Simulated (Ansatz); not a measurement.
# AlF3 (SMILES [F][Al]([F])[F]) at BCCD(T)/STO-3G

Aim: the energy change on altering one bond length of AlF3 at BCCD(T)/STO-3G, from 2 runs. 

The results are computed with Ansatz 0.2.0.

38 further runs of the same task are left out: 6 that didn't finish, 32 set aside as unsound or not needed.

## Step 1: The molecule

AlF3 has 4 atoms, charge 0, and is taken as a singlet. SMILES: `[F][Al]([F])[F]`. Geometry: a GFN2-xTB relaxation, a rough one for these elements and not checked as a minimum.

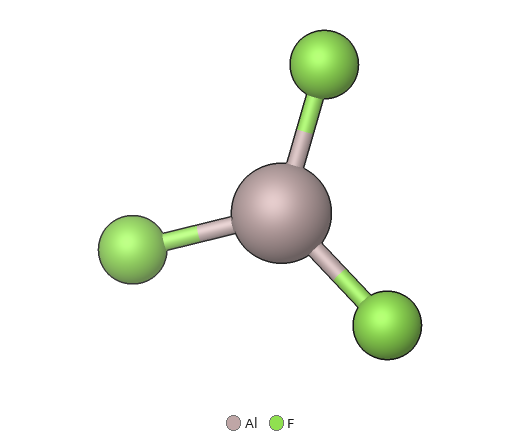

Viewed from a chosen angle; aluminium light grey, fluorine green.

## Step 2: A single-point energy at BCCD(T)/STO-3G

Contents of job.yaml:

```yaml
crystal:
  periodic: [false, false, false]
  atoms:
    - symbol: Al
      position_ang: [-0.000200, -0.000290, -0.001260]
    - symbol: F
      position_ang: [1.630840, -0.027090, 0.013490]
    - symbol: F
      position_ang: [-0.791540, 1.425990, -0.016640]
    - symbol: F
      position_ang: [-0.839100, -1.398610, 0.004400]
basis:
  gaussian:
    orbitals: STO-3G
accuracy: high
correlation:
  method: bccd_t
  frozen_orbitals: {Al: 5, F: 1}
scf:
  omitted_lower_state_checks: [cluster_reference, increment]
```

Command:

```
ansatz run job.yaml --threads 1 --pin off --max-ram 2610MiB --events-out events.jsonl --progress --plain --runs-dir runs
```

The program printed:

```text
Warning: RAYON_NUM_THREADS=1 ignored (pool sized by the plan → 1); use --threads N
Functional definition: HF
  name "HF"
  exchange = exact_x
  correlation = 0
these checks for a lower state are left out or cut short: cluster_reference, increment
448 factors; integrals over basis functions are off by at most 4.3e-8 eV
mean field evaluation 1: about -14506.9252 eV, gradient 2.9e1 eV
mean field evaluation 2: about -14506.9549 eV, gradient 2.9e1 eV
mean field evaluation 4: about -14510.4035 eV, gradient 8.9e-1 eV
mean field evaluation 8: about -14510.4058 eV, gradient 8.6e-6 eV
mean field -14510.40580721 eV, -533.2475779086 hartree, gradient 9.6e-8 eV, S^2 0.000000; 0 other end points of the search recorded, 0 dependent functions left out
8 core orbitals not correlated: weight in the atoms' cores, before any rotation towards them, 1.000 or more for the frozen orbitals, at most 0.000 for the correlated occupied ones
reference -14510.40580721 eV, -533.2475779086 hartree; 12, 12 occupied and 4, 4 virtual orbitals, 448 factors
second order -1.92239807 eV of doubles, -0.00000000 eV of singles
cycle   1  -2.01222588 eV  change   -9.0e-2 eV  update   8.6e-2
cycle   2  -2.19902748 eV  change   -1.9e-1 eV  update   2.2e-2
cycle   3  -2.20392881 eV  change   -4.9e-3 eV  update   1.2e-2
cycle   4  -2.20242921 eV  change    1.5e-3 eV  update   1.7e-3
cycle   5  -2.20226989 eV  change    1.6e-4 eV  update   5.8e-4
cycle   6  -2.20221496 eV  change    5.5e-5 eV  update   1.8e-4
cycle   7  -2.20209246 eV  change    1.2e-4 eV  update   4.4e-5
cycle   8  -2.20205344 eV  change    3.9e-5 eV  update   1.4e-5
cycle   9  -2.20206089 eV  change   -7.4e-6 eV  update   4.7e-6
cycle  10  -2.20206202 eV  change   -1.1e-6 eV  update   1.1e-6
cycle  11  -2.20206157 eV  change    4.4e-7 eV  update   3.5e-7
cycle  12  -2.20206164 eV  change   -7.0e-8 eV  update   1.2e-7
cycle  13  -2.20206164 eV  change  -8.1e-11 eV  update   3.1e-8
cycle  14  -2.20206165 eV  change   -8.3e-9 eV  update   1.4e-8
cycle  15  -2.20206114 eV  change    5.1e-7 eV  update   8.0e-8
cycle  16  -2.20206110 eV  change    4.2e-8 eV  update   2.9e-8
cycle  17  -2.20206109 eV  change    1.1e-8 eV  update   7.7e-9
cycle  18  -2.20206109 eV  change    3.6e-9 eV  update   2.5e-9
cycle  19  -2.20206109 eV  change  -9.4e-10 eV  update  8.8e-10
perturbative correction -0.25170961 eV, -0.0092501575 hartree
Total energy: -14512.85957791 eV, -533.3377523185 hartree
Checks for a lower state left out: cluster_reference, increment
```

Run time: 0.28 s. Hardware: 1 thread of Arm Neoverse V1, shared host.

## Step 3: The distorted shape

Contents of in.yaml:

```yaml
basis:
  gaussian: {orbitals: STO-3G}
crystal:
  periodic: [false, false, false]
  atoms:
    - {symbol: Al, position_ang: [0.197650, -0.356888, 0.002585]}
    - {symbol: F, position_ang: [1.828690, -0.383688, 0.017335]}
    - {symbol: F, position_ang: [-0.791540, 1.425990, -0.016640]}
    - {symbol: F, position_ang: [-0.641250, -1.755208, 0.008245]}
correlation: {method: bccd_t, frozen_orbitals: {Al: 5, F: 1}}
accuracy: high
scf: {omitted_lower_state_checks: [cluster_reference, increment]}
```

Command:

```
ansatz run in.yaml --threads 1 --pin off --max-ram 2610MiB --events-out events.jsonl --progress --plain --runs-dir runs
```

The program printed:

```text
Warning: RAYON_NUM_THREADS=1 ignored (pool sized by the plan → 1); use --threads N
Functional definition: HF
  name "HF"
  exchange = exact_x
  correlation = 0
these checks for a lower state are left out or cut short: cluster_reference, increment
432 factors; integrals over basis functions are off by at most 4.3e-8 eV
mean field evaluation 1: about -14503.0891 eV, gradient 3.1e1 eV
mean field evaluation 2: about -14503.1130 eV, gradient 3.1e1 eV
mean field evaluation 4: about -14508.1098 eV, gradient 1.3e0 eV
mean field evaluation 8: about -14508.1179 eV, gradient 8.5e-5 eV
mean field -14508.11794055 eV, -533.1635003598 hartree, gradient 1.5e-8 eV, S^2 0.000000; 0 other end points of the search recorded, 0 dependent functions left out; unrestricted orbitals would lower it
8 core orbitals not correlated: weight in the atoms' cores, before any rotation towards them, 1.000 or more for the frozen orbitals, at most 0.000 for the correlated occupied ones
reference -14508.11794055 eV, -533.1635003598 hartree; 12, 12 occupied and 4, 4 virtual orbitals, 432 factors
second order -2.22621247 eV of doubles, -0.00000000 eV of singles
cycle   1  -2.43403599 eV  change   -2.1e-1 eV  update   1.1e-1
cycle   2  -2.71094843 eV  change   -2.8e-1 eV  update   3.3e-2
cycle   3  -2.74582056 eV  change   -3.5e-2 eV  update   1.9e-2
cycle   4  -2.74817395 eV  change   -2.4e-3 eV  update   4.4e-3
cycle   5  -2.75062546 eV  change   -2.5e-3 eV  update   2.0e-3
cycle   6  -2.75165637 eV  change   -1.0e-3 eV  update   7.9e-4
cycle   7  -2.75165773 eV  change   -1.4e-6 eV  update   2.7e-4
cycle   8  -2.75158040 eV  change    7.7e-5 eV  update   1.2e-4
cycle   9  -2.75167874 eV  change   -9.8e-5 eV  update   4.0e-5
cycle  10  -2.75172180 eV  change   -4.3e-5 eV  update   1.3e-5
cycle  11  -2.75172840 eV  change   -6.6e-6 eV  update   4.5e-6
cycle  12  -2.75173296 eV  change   -4.6e-6 eV  update   1.8e-6
cycle  13  -2.75173242 eV  change    5.4e-7 eV  update   6.0e-7
cycle  14  -2.75173219 eV  change    2.3e-7 eV  update   2.5e-7
cycle  15  -2.75173239 eV  change   -2.0e-7 eV  update   1.6e-7
cycle  16  -2.75173245 eV  change   -6.2e-8 eV  update   8.1e-8
cycle  17  -2.75173243 eV  change    2.3e-8 eV  update   4.7e-8
cycle  18  -2.75173241 eV  change    2.4e-8 eV  update   2.8e-8
cycle  19  -2.75173125 eV  change    1.2e-6 eV  update   1.3e-7
cycle  20  -2.75173114 eV  change    1.1e-7 eV  update   6.0e-8
cycle  21  -2.75173106 eV  change    8.4e-8 eV  update   2.3e-8
cycle  22  -2.75173104 eV  change    2.0e-8 eV  update   1.0e-8
cycle  23  -2.75173103 eV  change    4.5e-9 eV  update   5.1e-9
cycle  24  -2.75173104 eV  change  -5.5e-10 eV  update   1.5e-9
perturbative correction -0.27481893 eV, -0.0100994093 hartree
Total energy: -14511.14449051 eV, -533.2747240194 hartree
Checks for a lower state left out: cluster_reference, increment
```

It took 0.3 s on 1 thread of Arm Neoverse V1, shared host.

## Step 4: Summary of results

Level: BCCD(T)/STO-3G, 8 core orbitals frozen.

| quantity | value |
| --- | --- |
| first shape: total energy | -533.33775 Eh |
| first shape: correlation energy (8 core orbitals frozen) | -90.2 mEh |
| first shape: (T) correction | -9.25 mEh |
| distorted shape: total energy | -533.27472 Eh |
| distorted shape: correlation energy (8 core orbitals frozen) | -111.2 mEh |
| distorted shape: (T) correction | -10.10 mEh |
| energy change with the Al1–F3 bond stretched from 1.631 to 2.039 Å | 1.715 eV |

What this shows: With the Al1–F3 bond stretched from 1.631 to 2.039 Å the energy rises by 1.72 eV (40 kcal/mol). The first shape isn't relaxed at this level, so the change isn't measured from a minimum. The minimal basis adds a large error of its own. The triples (first shape) make up 10.3 % of the correlation energy. The restricted solution (distorted shape) is unstable to spin breaking: an unrestricted one lies lower. The triples (distorted shape) make up 9.1 % of the correlation energy.
